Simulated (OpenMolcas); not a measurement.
Al$_{2}$H$_{4}$: single-point calculation (part 1 of 3)

- system: Al$_{2}$H$_{4}$, SMILES [AlH2][AlH2]
- method: MCPF/ANO-RCC-VDZ, RHF, DKH2, in an applied electric field (OpenMolcas 26.06)

The geometry comes from this level: GFN2-xTB.

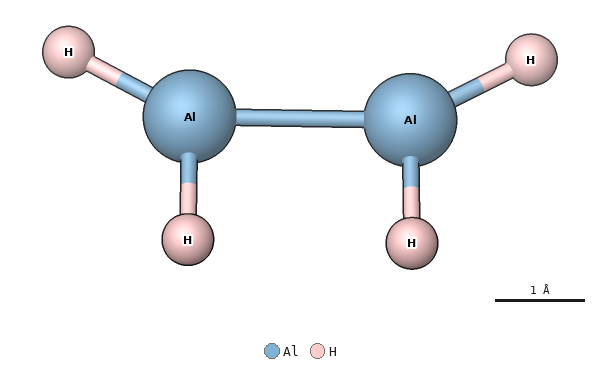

*The input geometry (ball-and-stick view, seen at a tilt). Sticks mark near contacts.*

Bond lengths as drawn: Al–Al 2.50 Å and Al–H 1.59 to 1.60 Å.

Input
```
&gateway
 coord
 6
 angstrom
 Al      -0.854090      -0.947540       0.010480
 Al       0.449880       1.168890       0.243310
 H       -2.195980      -1.768100       0.274600
 H        0.366300      -1.639050      -0.764220
 H        1.691610       0.512150      -0.527710
 H        0.542270       2.673660       0.763540
 basis=ANO-RCC-VDZ
 group=NoSym

&seward

&ffpt
 dipole
 Z 0.02

&scf
 prorbitals=1 2

&motra
 frozen=0

&guga
 electrons=30
 spin=1
 inactive=15
 active=0
 ciall=1

&cpf
 mcpf
```

Hardware: 1 thread of Intel Xeon @ 2.90GHz (Ice Lake), 16 GiB of memory available, shared host.

Launch command:
```bash
export MOLCAS_MEM=300
pymolcas test.input > test.log
```

The program's output
```
--- Start Module: gateway ---

                                              &GATEWAY

                       available to each process: 300 MB of memory, 1 thread

++    Symmetry information:
      ---------------------

                    Character Table for C1

                             E
                    a        1  x, y, xy, Rz, z, xz, Ry, yz, Rx, I
--

++    Basis set information:
      ----------------------

      Basis set label: AL.ANO-RCC...4S3P.

      Electronic valence basis set:
      ------------------
      Associated Effective Charge  13.000000 au
      Associated Actual Charge     13.000000 au
      Nuclear Model: Point charge

      Shell  nPrim  nBasis  Cartesian Spherical Contaminant
         s      17       4        X
         p      12       3        X

      Basis set label: H.ANO-RCC...2S.

      Electronic valence basis set:
      ------------------
      Associated Effective Charge   1.000000 au
      Associated Actual Charge      1.000000 au
      Nuclear Model: Point charge

      Shell  nPrim  nBasis  Cartesian Spherical Contaminant
         s       8       2        X
--

++    Molecular structure info:
      -------------------------

                    ************************************************
                    **** Cartesian Coordinates / bohr, angstrom ****
                    ************************************************

     Center  Label                x              y              z                     x              y              z
        1      AL1             -1.613996      -1.790591       0.019804             -0.854090      -0.947540       0.010480
        2      AL2              0.850150       2.208882       0.459789              0.449880       1.168890       0.243310
        3      H3              -4.149801      -3.341225       0.518919             -2.195980      -1.768100       0.274600
        4      H4               0.692207      -3.097356      -1.444166              0.366300      -1.639050      -0.764220
        5      H5               3.196680       0.967823      -0.997227              1.691610       0.512150      -0.527710
        6      H6               1.024742       5.052485       1.442881              0.542270       2.673660       0.763540

                    ***************************************
                    *    InterNuclear Distances / bohr    *
                    ***************************************

               1 AL1           2 AL2           3 H3            4 H4            5 H5            6 H6
    1 AL1      0.000000
    2 AL2      4.718198        0.000000
    3 H3       3.013948        7.470387        0.000000
    4 H4       3.028104        5.639694        5.230508        0.000000
    5 H5       5.637890        3.028089        8.650859        4.795604        0.000000
    6 H6       7.470996        3.013807        9.903735        8.652487        5.230288        0.000000

                    *******************************************
                    *    InterNuclear Distances / angstrom    *
                    *******************************************

               1 AL1           2 AL2           3 H3            4 H4            5 H5            6 H6
    1 AL1      0.000000
    2 AL2      2.496763        0.000000
    3 H3       1.594913        3.953159        0.000000
    4 H4       1.602404        2.984398        2.767866        0.000000
    5 H5       2.983443        1.602396        4.577838        2.537724        0.000000
    6 H6       3.953481        1.594838        5.240831        4.578699        2.767749        0.000000
--

            Nuclear Potential Energy             62.04600366 au

--- Stop Module: gateway /rc=_RC_ALL_IS_WELL_ ---

--- Start Module: seward ---

                                              &SEWARD

                       available to each process: 300 MB of memory, 1 thread

               SEWARD will generate:
                  Multipole Moment integrals up to order  2
                  Kinetic Energy integrals
                  Nuclear Attraction integrals (point charge)
                  One-Electron Hamiltonian integrals
                  Velocity integrals
                  Relativistic Douglas-Kroll-Hess integrals:
                    - Parametrization         : EXP
                    - DKH order of Hamiltonian: 2
                    - DKH order of Properties : 0
                         - multipole moment operators
                         - electric potential operators
                         - contact operators
                  Orbital angular momentum around ( -0.3421   0.1873   0.2148 )
                  Velocity quadrupole around ( -0.3421   0.1873   0.2148 )
                  Atomic mean-field integrals
                  Two-Electron Repulsion integrals

                   Integrals are discarded if absolute value <: 1.00E-14
                   Integral cutoff threshold is set to       <: 1.00E-16

            Nuclear Potential Energy             62.04600366 au

      Basis set specifications :
      Symmetry species         a
      Basis functions           34

--- Stop Module: seward /rc=_RC_ALL_IS_WELL_ ---
--- Module seward spent 1 second ---

--- Start Module: ffpt ---

                                               &FFPT

                       available to each process: 300 MB of memory, 1 thread

      Header of the ONEINT file:
      --------------------------

      Cartesian coordinates in angstrom:
      -----------------------------------------------------
      No.  Label        X            Y            Z
      -----------------------------------------------------
       1   AL1       -0.85409000  -0.94754000   0.01048000
       2   AL2        0.44988000   1.16889000   0.24331000
       3   H3        -2.19598000  -1.76810000   0.27460000
       4   H4         0.36630000  -1.63905000  -0.76422000
       5   H5         1.69161000   0.51215000  -0.52771000
       6   H6         0.54227000   2.67366000   0.76354000
      -----------------------------------------------------
      Nuclear repulsion energy =   62.04600366

      The following tasks will be executed:
      -------------------------------------

      FFPT    DIPO    COMP    COMP0   Z= 0.020000

--- Stop Module: ffpt /rc=_RC_ALL_IS_WELL_ ---

--- Start Module: scf ---

                                                &SCF

                       available to each process: 300 MB of memory, 1 thread

++    Input section:
      --------------

      Header of the integral files:

      Cartesian coordinates in angstrom:
      -----------------------------------------------------
      No.  Label        X            Y            Z
      -----------------------------------------------------
       1   AL1       -0.85409000  -0.94754000   0.01048000
       2   AL2        0.44988000   1.16889000   0.24331000
       3   H3        -2.19598000  -1.76810000   0.27460000
       4   H4         0.36630000  -1.63905000  -0.76422000
       5   H5         1.69161000   0.51215000  -0.52771000
       6   H6         0.54227000   2.67366000   0.76354000
      -----------------------------------------------------
      Nuclear repulsion energy =   62.03222991
--

++    Orbital specifications:
      -----------------------

      Symmetry species               1
                                     a
      Frozen orbitals                0
      Occupied orbitals             15
      Secondary orbitals            19
      Deleted orbitals               0
      Total number of orbitals      34
      Number of basis functions     34
--

      Molecular charge                           0.000

++    Optimization specifications:
      ----------------------------

      SCF Algorithm: Conventional
      Minimized density differences are used
      Number of density matrices in core                 5
      Maximum number of NDDO SCF iterations            400
      Maximum number of HF SCF iterations              400
      Threshold for SCF energy change             1.00E-09
      Threshold for density matrix                1.00E-04
      Threshold for Fock matrix                   1.50E-04
      Threshold for linear dependence             1.00E-09
      Threshold at which DIIS is turned on        1.50E-01
      Maximum depth in the DIIS procedure                5
      Maximum depth in the BFGS Hessian update          30
      Threshold at which QNR/C2DIIS is turned on  7.50E-02
      Threshold for Norm(delta) (QNR/C2DIIS)      1.00E-03
      All orbitals punched on: SCFORB
--

      Input vectors read from INPORB
      Orbital file label: *Guess orbitals

++ Convergence information
                                   SCF        iterations: Energy and convergence statistics

Iter     Tot. SCF        One-elec.       Two-elec.     Energy      Max Dij or  Max Fij      DNorm      TNorm      AccCon     Time
         Energy          Energy          Energy        Change      Delta Norm                                                in Sec.
   1  -486.787139021  -797.249014320   248.429645390   0.00E+00    2.02E-01*   1.39E-01*    7.33E+00   8.35E+01   None         0.
   2  -486.920733835  -800.357160211   251.404196467  -1.34E-01*   2.68E-02*   1.12E-02*    1.58E+00   8.40E+01   EDIIS        0.
   3  -486.922622129  -800.143995817   251.189143779  -1.89E-03*   1.02E-02*   2.47E-03*    1.37E-01   8.40E+01   c2DIIS       0.
   4  -486.922735393  -800.210984872   251.256019570  -1.13E-04*   3.74E-03*   9.79E-04*    2.23E-02   8.40E+01   QNRc2DIIS    0.
   5  -486.922753291  -800.203835078   251.248851879  -1.79E-05*   4.46E-03*   6.10E-04*    6.40E-03   8.40E+01   QNRc2DIIS    0.
   6  -486.922760653  -800.207373029   251.252382467  -7.36E-06*   1.45E-03*   1.42E-04     2.49E-03   8.40E+01   QNRc2DIIS    0.
   7  -486.922761302  -800.203812004   251.248820793  -6.49E-07*   9.96E-05    6.86E-05     8.54E-04   8.40E+01   QNRc2DIIS    0.
   8  -486.922761328  -800.205876924   251.250885688  -2.62E-08*   3.01E-05    5.38E-06     7.16E-05   8.40E+01   QNRc2DIIS    0.
   9  -486.922761329  -800.205849185   251.250857947  -8.09E-10    3.32E-06    8.02E-07     1.99E-05   8.40E+01   QNRc2DIIS    0.

       Convergence after   9 Iterations
--

 *****************************************************************************************************************************
 *                                             SCF/KS-DFT Program, Final results                                             *
 *                                                       Final Results                                                       *
 *****************************************************************************************************************************

::    Total SCF energy                               -486.9227613286
      One-electron energy                            -800.2058491848
      Two-electron energy                             251.2508579473
      Nuclear repulsion energy                         62.0322299088
      Kinetic energy (interpolated)                   492.7898542003
      Virial theorem                                    0.9880941281
      Total spin, S(S+1)                                0.0000000000
      Total spin, S                                     0.0000000000
      Max non-diagonal density matrix element           0.0000043037
      Max non-diagonal Fock matrix element              0.0000001872

      All orbitals with orbital energies smaller than  E(LUMO)+0.5 are printed

++    Molecular orbitals:
      -------------------

      Title: SCF orbitals

      Molecular orbitals for symmetry species 1: a

      Basis set list:
        1 AL1    1s                 10 AL1    4py                19 AL2    3px                28 H3     2s
        2 AL1    2s                 11 AL1    2pz                20 AL2    4px                29 H4     1s
        3 AL1    3s                 12 AL1    3pz                21 AL2    2py                30 H4     2s
        4 AL1    4s                 13 AL1    4pz                22 AL2    3py                31 H5     1s
        5 AL1    2px                14 AL2    1s                 23 AL2    4py                32 H5     2s
        6 AL1    3px                15 AL2    2s                 24 AL2    2pz                33 H6     1s
        7 AL1    4px                16 AL2    3s                 25 AL2    3pz                34 H6     2s
        8 AL1    2py                17 AL2    4s                 26 AL2    4pz
        9 AL1    3py                18 AL2    2px                27 H3     1s

  Index Energy  Occupation Coefficients ...

    1  -58.6242    2.0000         14 AL2    1s     ( 1.000),

    2  -58.6204    2.0000          1 AL1    1s     ( 1.000),

    3   -4.9441    2.0000         15 AL2    2s     ( 0.999),

    4   -4.9402    2.0000          2 AL1    2s     ( 0.999),

    5   -3.2374    2.0000         21 AL2    2py    ( 0.900),

    6   -3.2361    2.0000         18 AL2    2px    ( 0.733),    21 AL2    2py    (-0.416),    24 AL2    2pz    ( 0.538),

    7   -3.2359    2.0000         18 AL2    2px    (-0.615),    24 AL2    2pz    ( 0.783),

    8   -3.2334    2.0000          5 AL1    2px    ( 0.721),     8 AL1    2py    ( 0.662),

    9   -3.2322    2.0000          5 AL1    2px    ( 0.630),     8 AL1    2py    (-0.547),    11 AL1    2pz    ( 0.551),

   10   -3.2320    2.0000          8 AL1    2py    ( 0.502),    11 AL1    2pz    ( 0.818),

   11   -0.6024    2.0000          3 AL1    3s     ( 0.411),    16 AL2    3s     ( 0.443),    33 H6     1s     ( 0.229),

   12   -0.5334    2.0000          3 AL1    3s     (-0.360),    16 AL2    3s     ( 0.313),    27 H3     1s     (-0.329),    29 H4     1s     (-0.204),
                                  33 H6     1s     ( 0.340),

   13   -0.4521    2.0000          6 AL1    3px    (-0.281),    22 AL2    3py    ( 0.282),    27 H3     1s     ( 0.357),    31 H5     1s     (-0.245),
                                  33 H6     1s     ( 0.378),

   14   -0.3950    2.0000          3 AL1    3s     ( 0.224),     6 AL1    3px    ( 0.374),    16 AL2    3s     (-0.230),    22 AL2    3py    ( 0.262),
                                  27 H3     1s     (-0.288),    29 H4     1s     ( 0.412),    31 H5     1s     (-0.398),    33 H6     1s     ( 0.255),

   15   -0.3332    2.0000          9 AL1    3py    (-0.413),    16 AL2    3s     (-0.216),    19 AL2    3px    ( 0.385),    22 AL2    3py    ( 0.234),
                                  29 H4     1s     ( 0.291),    31 H5     1s     ( 0.280),

   16   -0.0182    0.0000         12 AL1    3pz    ( 0.500),    25 AL2    3pz    ( 0.549),

   17    0.0879    0.0000          3 AL1    3s     (-0.433),    12 AL1    3pz    (-0.806),    16 AL2    3s     ( 0.479),    25 AL2    3pz    ( 0.761),

   18    0.1101    0.0000          3 AL1    3s     ( 1.090),    16 AL2    3s     (-1.380),    33 H6     1s     ( 0.804),

   19    0.1349    0.0000          3 AL1    3s     (-1.090),    16 AL2    3s     (-0.813),    19 AL2    3px    (-0.614),    29 H4     1s     ( 0.698),
                                  31 H5     1s     ( 0.713),

   20    0.1734    0.0000          3 AL1    3s     (-0.704),     6 AL1    3px    ( 0.943),    22 AL2    3py    (-0.961),    27 H3     1s     ( 1.113),
                                  28 H3     2s     ( 0.843),    33 H6     1s     ( 1.078),    34 H6     2s     ( 0.862),

   21    0.2322    0.0000          9 AL1    3py    ( 1.163),    19 AL2    3px    ( 1.020),    29 H4     1s     ( 0.781),    31 H5     1s     (-0.771),
```
